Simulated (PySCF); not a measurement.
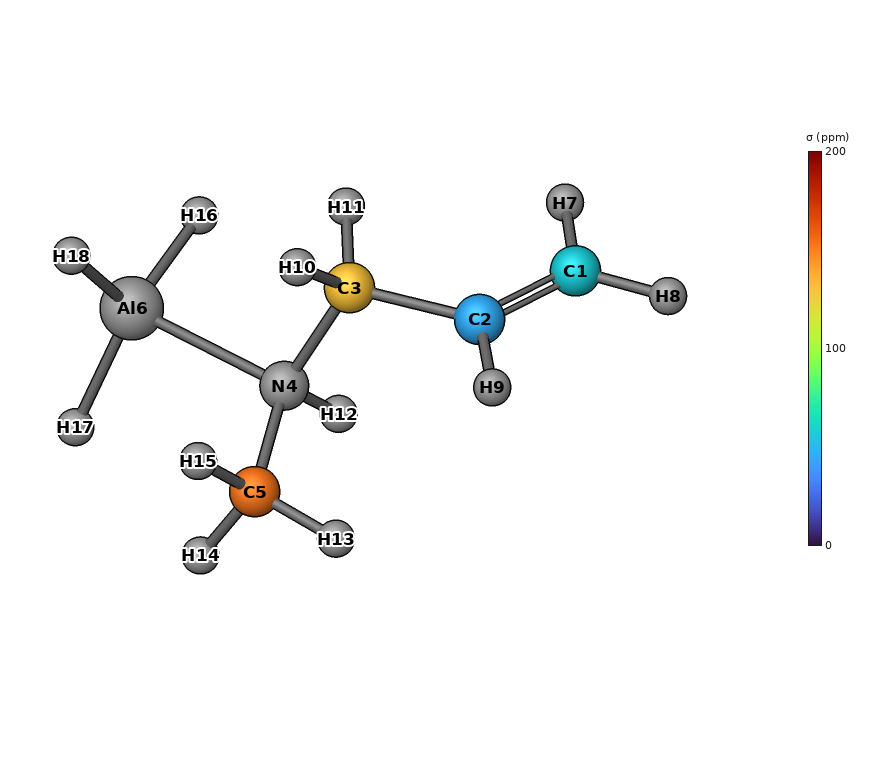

Atoms are coloured by their isotropic NMR shieldings (C only, the others grey). The geometry was computed by an optimisation with GFN2-xTB. No frequency run is at hand to confirm it as a minimum. Level of theory: GIAO PBE0/pcSseg-1 NMR shielding, non-relativistic, gas phase (PySCF 2.14.0).

Question: Which C atom is the most shielded (lowest chemical shift)?

Answer: C5 (151.6 ppm).

Question: Which C atom is the least shielded (highest chemical shift)?

Answer: C2 (46.0 ppm).

Question: How wide is the range of C shifts?

Answer: 105.6 ppm.

Give the isotropic NMR shieldings of the C atoms atom by atom.

```tsv
atom	σ (ppm)
C1	56.6
C2	46.0
C3	131.0
C5	151.6
```

The geometry is semi-empirical. Around Al such bond lengths and angles can be off by a tenth of an ångström or more and by several degrees, and values that hang on the shape move with them.
